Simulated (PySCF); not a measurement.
# C₅H₉NOSi₂ (SMILES N#CC1=C(CCO)[SiH2][SiH2]1): what the fields show

```xyz
18

N    -1.1939    2.6557   -2.4682
C    -1.1474    1.9174   -1.5850
C    -1.1369    1.0481   -0.5002
C    -0.1770    0.1413   -0.2151
C     1.0629   -0.1313   -0.9927
C     2.1502   -0.6389   -0.0430
O     1.6899   -1.7212    0.7347
Si   -0.7382   -0.7123    1.3970
Si   -2.4279    0.8510    0.9103
H     0.8491   -0.9054   -1.7410
H     1.4105    0.7560   -1.5278
H     3.0531   -0.9195   -0.6007
H     2.4115    0.1429    0.6734
H     1.4729   -2.4529    0.1464
H     0.1055   -0.4891    2.5680
H    -1.0311   -2.1417    1.2421
H    -3.7423    0.4865    0.3668
H    -2.6195    2.1198    1.6232
```

Geometry: GFN2-xTB.

All numbers below come from PBE0/pcSseg-1, SCF density, gas phase, non-relativistic (PySCF 2.14.0).

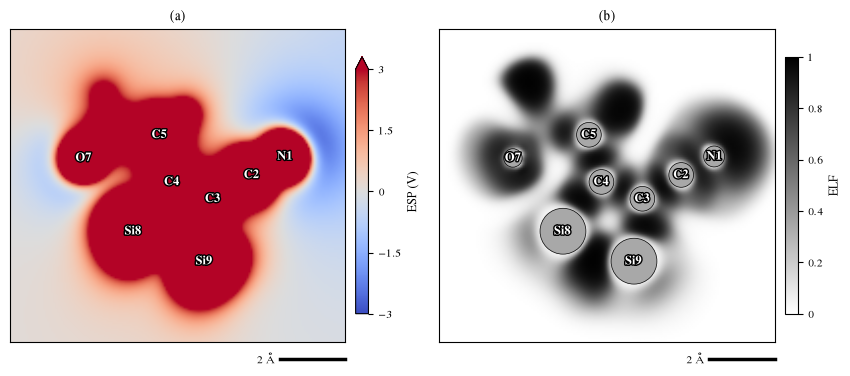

Figure 1. (a) molecular electrostatic potential; (b) electron localisation function on the plane of atoms C4, C3 and Si9. Grey discs cover the atomic cores in the ELF map.

What do the fields say about this system?

The plane passes through N, C, O and Si nuclei.
C–N (1.15 Å): the ELF peaks at about 0.85 between the atoms; a short, multiple covalent bond.
C–C (1.35 Å): the ELF peaks at about 0.90 between the atoms: a covalent bond.
C–Si (1.91 Å): the ELF peaks at about 0.95 between the atoms; localised, covalent bonding.
Si–Si (2.35 Å): the ELF peaks at about 0.95 between the atoms: a covalent bond.
C–C (1.49 Å): the ELF peaks at about 0.95 between the atoms: a shared electron pair.
The ELF also peaks beside N1, away from the bonds: lone-pair regions.
Outside the dense part of the molecule the potential is most negative (−2.3 V) near N1.

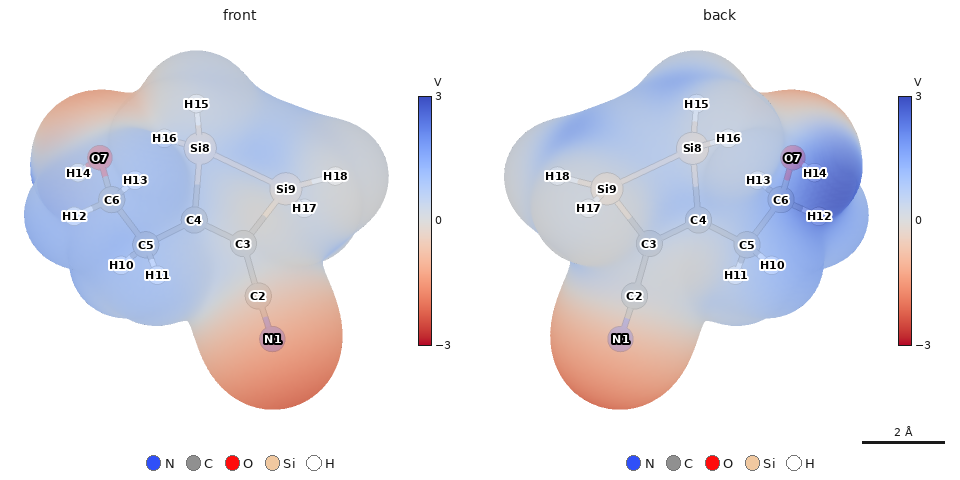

Figure 2. The electrostatic potential painted on the density surface at 0.002 e/bohr³, seen from the front and from behind; red is negative and blue positive.

Describe the electrostatic potential map.

The most negative region (about −1.9 V) lies over N1, the most positive (about +2.7 V) over H14. N1 is the likeliest acceptor of a hydrogen bond.

What dipole moment does the calculation give?

Its dipole moment is 4.52 D.
